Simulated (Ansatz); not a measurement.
The figure comes from a scan of La$_{2}$O$_{3}$ (A-La2O3 type, space group P-3m1): one La atom of a 5-atom cell moves by s along Cartesian z, with its periodic images. Level of theory: PBE (plane waves to 420 eV, PAW, scalar-relativistic; Ansatz, a quantum-chemistry and plane-wave program). k mesh 8×8×5 (Γ-centred), Fermi-Dirac smearing 0.05 eV. Left out: 1 of 11 points, with atoms too close for the PAW data. F∥ is the force on the atom along that direction. La2O3 is run without spin polarisation. La2O3 was relaxed with its symmetry unable to fall. 

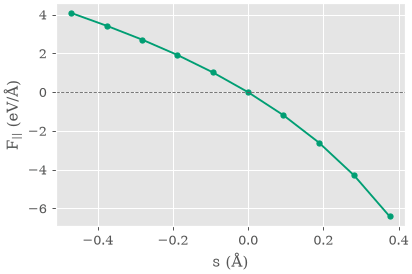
Figure: F∥ (eV/Å) against s (Å); computed points joined by lines.

List the plotted points as numbers.

To the nearest 0.2:

| s (Å) | F∥ (eV/Å) |
|---|---|
| -0.470 | 4.0 |
| -0.376 | 3.4 |
| -0.282 | 2.8 |
| -0.188 | 2.0 |
| -0.094 | 1.0 |
| 0.000 | 0.0 |
| 0.094 | -1.2 |
| 0.188 | -2.6 |
| 0.282 | -4.2 |
| 0.376 | -6.4 |

(A displaced cell: forces are minus the slopes of the energy, force constants its curvatures, and phonons follow from these.)
